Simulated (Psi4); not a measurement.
# [CF3]+ (SMILES F[C+](F)F) at MP2/def2-SVPD

Aim: the vertical electron affinity of [CF3]+ at MP2/def2-SVPD, from 2 runs. 

The calculation is run with Psi4 1.11.

2 further runs of the same task are left out: 2 set aside as unsound or not needed.

**1. The structure to begin with**

The species is [CF3]+ (4 atoms), meant as a singlet with charge +1. As SMILES, `F[C+](F)F`. The coordinates come from a PBE0-D4/def2-TZVP relaxation.

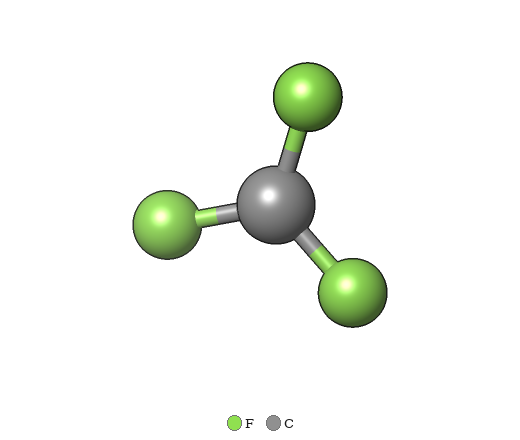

The structure, seen from a chosen angle (fluorine green, carbon grey).

**2. A single-point energy at MP2/def2-SVPD**

Contents of cf3.xyz:

```xyz
4
CF3
F      0.698600    -0.114600     1.005400
C      0.000000     0.000000     0.000000
F     -0.609500    -0.973400    -0.439400
F     -0.089000     1.088000    -0.566000
```

Contents of cf3_ase.py:

```python
import numpy as np
from ase.calculators.psi4 import Psi4
from ase.io import read

mol = read('cf3.xyz')
calc = Psi4(atoms=mol, method='mp2', basis='def2-SVPD', memory='2200MB', num_threads=1, charge=1, multiplicity=1, label='calc')
calc.psi4.set_options({'puream': True, 'e_convergence': 1e-09, 'd_convergence': 1e-08, 'scf_type': 'pk', 'num_frozen_docc': 4, 'mp2_type': 'conv'})
mol.calc = calc

print(f'energy: {mol.get_potential_energy():.6f} eV')
```

Started as:

```console
$ python cf3_ase.py
```

calc.dat:

```text
[...]
  Running in c1 symmetry.
[...]
  Nuclear repulsion =  130.092792016670501
[...]
  Multiplicity = 1
[...]
  Nalpha       = 16
  Nbeta        = 16
[...]
    Number of basis functions: 89
[...]
   @RHF iter   1:  -335.40601230431099    5.05905e-01   6.72323e-03 DIIS/ADIIS
[...]
   @RHF iter  10:  -335.55149467612114   -1.93268e-12   7.95728e-09 DIIS
[...]
    Orbital Energies [Eh]
    ---------------------
    Doubly Occupied:
       1A    -26.742407     2A    -26.742406     3A    -26.742240
       4A    -11.966125     5A     -2.146020     6A     -2.043531
       7A     -2.043527     8A     -1.322826     9A     -1.248737
      10A     -1.248732    11A     -1.193845    12A     -1.082641
      13A     -1.082633    14A     -1.055333    15A     -1.055330
      16A     -1.033591
[...]
  @RHF Final Energy:  -335.55149467612114
   => Energetics <=
    Nuclear Repulsion Energy =            130.0927920166705007
    One-Electron Energy =                -713.7887282460887945
    Two-Electron Energy =                 248.1444415532971561
    Total Energy =                       -335.5514946761211377
[...]
 Multipole Moments:
 ------------------------------------------------------------------------------------
     Multipole            Electronic (a.u.)      Nuclear  (a.u.)        Total (a.u.)
 ------------------------------------------------------------------------------------
 L = 1.  Multiply by 2.5417464519 to convert [e a0] to [Debye]
 Dipole X            :         -0.0000457           -0.0000164           -0.0000621
 Dipole Y            :          0.0000129            0.0000000            0.0000129
 Dipole Z            :          0.0000039            0.0000000            0.0000039
 Magnitude           :                                                    0.0000636
[...]
	SCS-MP2 Total Energy (a.u.)        :  -336.20937968791969
	SOS-MP2 Total Energy (a.u.)        :  -336.19442658605254
	SCSN-MP2 Total Energy (a.u.)       :  -335.89157632201341
[...]
	SOS-PI-MP2 Total Energy (a.u.)     :  -336.24388288681649
[...]
	MP2 Total Energy (a.u.)            :  -336.23928589165405
[...]
```

On the terminal:

```text
energy: -9149.537005 eV
```

It took 5.1 s on 1 thread of Intel Xeon Platinum 8375C at 2.90GHz (Ice Lake), shared host; peak memory 0.46 GiB.

**3. Doublet neutral CF3**

Contents of input.inp:

```
memory 2200 mb

molecule mol {
  0 2
  F      0.698600    -0.114600     1.005400
  C      0.000000     0.000000     0.000000
  F     -0.609500    -0.973400    -0.439400
  F     -0.089000     1.088000    -0.566000
  units angstrom
  symmetry c1
  no_reorient
  no_com
}

set globals {
  reference uhf
  puream true
  e_convergence 1e-09
  d_convergence 1e-08
  scf_type pk
  num_frozen_docc 4
  mp2_type conv
  maxiter 100
}

energy('mp2/def2-SVPD')
```

Started as:

```console
$ psi4 -n 1 input.inp input.out
```

input.out:

```text
[...]
  Running in c1 symmetry.
[...]
  Nuclear repulsion =  130.092792016670501
[...]
  Multiplicity = 2
[...]
  Nalpha       = 17
  Nbeta        = 16
[...]
    Number of basis functions: 89
[...]
   @UHF iter   1:  -335.74417999355336    1.67737e-01   4.70295e-03 ADIIS/DIIS
[...]
   @UHF iter  12:  -335.81514851763978   -5.11591e-13   1.99100e-09 DIIS
[...]
   @S^2 Observed:                7.603635539E-01
[...]
    Orbital Energies [Eh]
    ---------------------
    Alpha Occupied:
       1A    -26.366996     2A    -26.366993     3A    -26.366840
       4A    -11.445680     5A     -1.780278     6A     -1.679951
       7A     -1.679946     8A     -0.985940     9A     -0.891424
      10A     -0.888144    11A     -0.888138    12A     -0.754483
      13A     -0.754480    14A     -0.731195    15A     -0.731188
      16A     -0.683706    17A     -0.318809
    Alpha Virtual:
      18A      0.076914    19A      0.158019    20A      0.158021
      21A      0.174900    22A      0.212135    23A      0.212136
      24A      0.227120    25A      0.236980    26A      0.236985
[...]
  @UHF Final Energy:  -335.81514851763978
   => Energetics <=
    Nuclear Repulsion Energy =            130.0927920166705007
    One-Electron Energy =                -725.8415863051424139
    Two-Electron Energy =                 259.9336457708321291
    Total Energy =                       -335.8151485176397841
  UHF NO Occupations:
  HONO-2 :   15  A 1.9990576
  HONO-1 :   16  A 1.9971219
[...]
 Multipole Moments:
 ------------------------------------------------------------------------------------
     Multipole            Electronic (a.u.)      Nuclear  (a.u.)        Total (a.u.)
 ------------------------------------------------------------------------------------
 L = 1.  Multiply by 2.5417464519 to convert [e a0] to [Debye]
 Dipole X            :         -0.0016781            0.0017008            0.0000226
 Dipole Y            :         -0.0000086            0.0000000           -0.0000086
 Dipole Z            :         -0.0000455            0.0000000           -0.0000455
 Magnitude           :                                                    0.0000516
[...]
	SCS-MP2 Total Energy (a.u.)        :  -336.45983615917794
	SOS-MP2 Total Energy (a.u.)        :  -336.39612196279899
	SCSN-MP2 Total Energy (a.u.)       :  -336.15155947452052
[...]
	SOS-PI-MP2 Total Energy (a.u.)     :  -336.49295087032550
[...]
	MP2 Total Energy (a.u.)            :  -336.49043564440922
[...]
```

Wall time 6.6 s (1 thread of Intel Xeon Platinum 8375C at 2.90GHz (Ice Lake), shared host); peak memory 0.45 GiB.

**4. Results**

Level: MP2/def2-SVPD, 4 core orbitals frozen.

```
                                                                       quantity          value
                                                   singlet [CF3]+: total energy  -336.23929 Eh
                            singlet [CF3]+: HOMO energy (Hartree–Fock orbitals)      -28.13 eV
                            singlet [CF3]+: LUMO energy (Hartree–Fock orbitals)       -5.69 eV
                          singlet [CF3]+: HOMO–LUMO gap (Hartree–Fock orbitals)       22.43 eV
                    singlet [CF3]+: correlation energy (4 core orbitals frozen)     -687.8 mEh
                                              doublet neutral CF3: total energy  -336.49044 Eh
doublet neutral CF3: HOMO energy (Hartree–Fock orbitals) (highest over α and β)       -8.68 eV
 doublet neutral CF3: LUMO energy (Hartree–Fock orbitals) (lowest over α and β)        2.09 eV
               doublet neutral CF3: correlation energy (4 core orbitals frozen)     -675.3 mEh
                         doublet neutral CF3: ⟨S²⟩ of the reference determinant          0.760
                            vertical electron affinity (to the doublet neutral)       6.834 eV
```

At fixed nuclei the extra electron is bound by 6.83 eV (158 kcal/mol).
